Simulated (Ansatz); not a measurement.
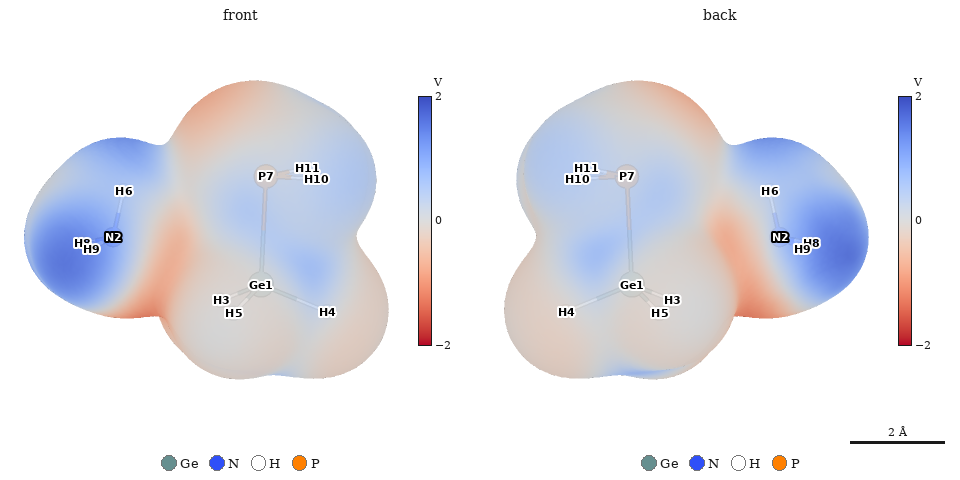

Figure. GeH$_{5}$P···NH$_{3}$. The electrostatic potential painted on the density surface at 0.002 e/bohr³, seen from the front and from behind; the colour scale runs from red (negative) to blue (positive).

The product side of a reaction path; geometry: PBE0-D4/def2-TZVP.

The calculation used RKS PBE0-D4/def2-TZVPP in Ansatz.

```
atom    x (Å)    y (Å)    z (Å)
  Ge  -1.1136  -0.7626  -0.3766
   N   1.3548   1.4598  -0.7945
   H  -0.1498  -1.2202  -1.4775
   H  -2.2846  -1.7670  -0.3010
   H  -1.6821   0.6268  -0.6865
   H   1.7533   1.3410   0.1294
   P   0.0207  -0.6899   1.6508
   H   2.0839   1.2556  -1.4668
   H   1.1179   2.4389  -0.8970
   H  -1.1653  -0.5792   2.4259
   H   0.0649  -2.1031   1.7937
```

**Where is the surface potential most negative and most positive?**

The most negative region (about −1.2 V, or −28 kcal/mol for a unit charge) lies over the gap between the two molecules, near Ge1 and N2, the most positive (about +1.6 V, or +37 kcal/mol for a unit charge) over H8 and H9. N2 is the likeliest acceptor of a hydrogen bond.
